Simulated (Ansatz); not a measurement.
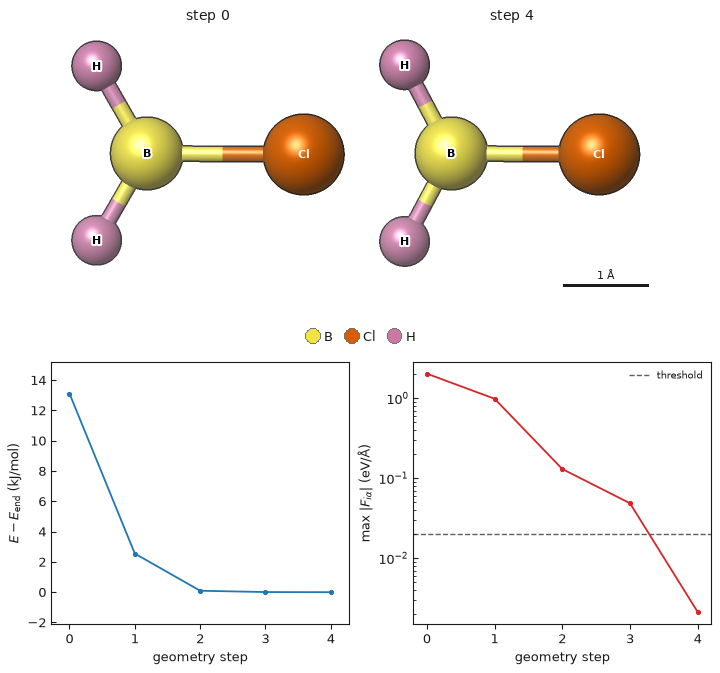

First and last geometry of a relaxation of BH₂Cl, with the history of the run. The picture is a ball-and-stick view, seen face on.

The run prepares the start of a later molecular dynamics calculation, from a guessed geometry.

Theory: Ansatz, RKS B3LYP-D4/def2-mTZVP. (no spin polarisation; force threshold 0.02 eV/Å; at most 40 steps)

### What do the curves and the structures tell?

It converged. The largest move after the best rigid fit is that of the Cl atom, 0.10 Å. Largest moves by element: Cl 0.10 Å, H 0.05 Å, B 0.01 Å. Among the contacts that change: B–Cl 1.860 → 1.752 Å, B–H 1.190 → 1.183 Å. Among the angles between lasting bonds that change: H–B–H 120.0° → 123.9°. Over 4 geometry steps the energy falls by 13.1 kJ/mol. Largest force component: 2 eV/Å at the start, 0.0021 eV/Å at the end.
